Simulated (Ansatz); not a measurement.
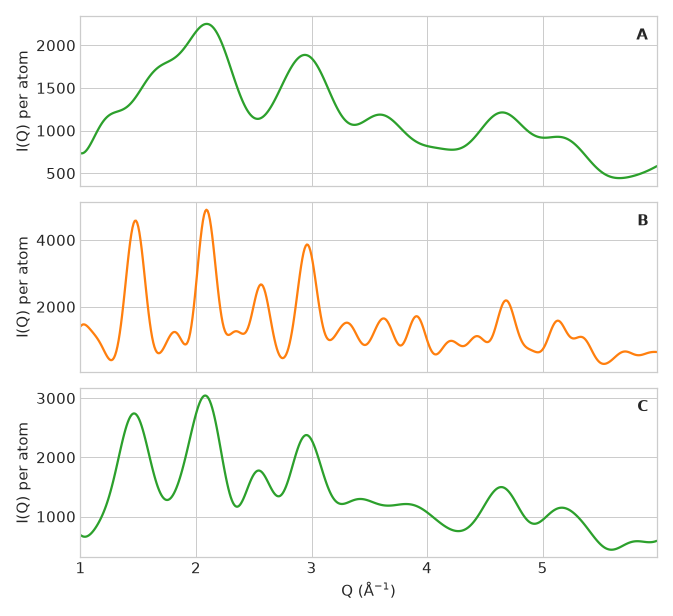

X-ray scattering of spheres cut from the crystal structure of CsPbBr3 (Pm-3m, a = 5.999 Å, b = 5.999 Å, c = 5.999 Å, α = 90.00°, β = 90.00°, γ = 90.00°), calculated atom by atom with the Debye equation (B = 0.5 Å², no relaxation of the surface). Structure used: coordinates from a relaxation with DFT, PAW plane waves, pbe (Ansatz 0.2.0); the starting structure was generated, so it need not be a known form of this composition.

Question: The spheres are 14, 20 and 36 Å across. Which curve is which?

Answer: curve A: 14 Å (45 atoms); curve B: 36 Å (589 atoms); curve C: 20 Å (111 atoms). Peak widths go roughly as 2π/D, so the largest sphere has the sharpest peaks.

Question: Index the main peaks of the largest sphere.

Answer: Q ≈ 1.48 Å⁻¹: 110; Q ≈ 1.81 Å⁻¹: 111; Q ≈ 2.09 Å⁻¹: 200; Q ≈ 2.56 Å⁻¹: 211; Q ≈ 2.96 Å⁻¹: 220; Q ≈ 3.31 Å⁻¹: 310.
